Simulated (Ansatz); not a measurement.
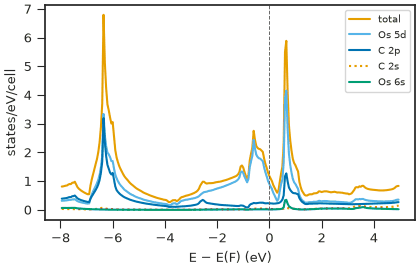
Total and projected density of states of OsC (rock salt, Fm-3m), PBE in the plane-wave PAW code Ansatz

Problem. Which orbitals carry the states next to the Fermi level?

Solution. Within 0.5 eV of the Fermi level: Os 5d 78 %, C 2p 17 %. Projections are on Löwdin-orthogonalised atomic valence shells; empty p or d shells of many metals are not among them.

Problem. Where is the tallest occupied peak in this window, and what makes it?

Solution. Near -6.3 eV, about 6.8 states/eV per cell; the largest projected share is Os 5d.

The start of the workflow was typed in or built on a structure type; neither database checked (COD, Materials Project) lists it. Its standing as an ambient phase is unchecked. The cell was relaxed with PBE under the symmetry of its start; its stability against distortions is not shown here. The run is not spin-polarised. Its formation energy is positive at this level, so the cell may be metastable or incomplete. Scalar-relativistic: spin–orbit coupling is off unless named, which matters more the heavier the elements.

Potentials: the later of the program's two PAW sets.
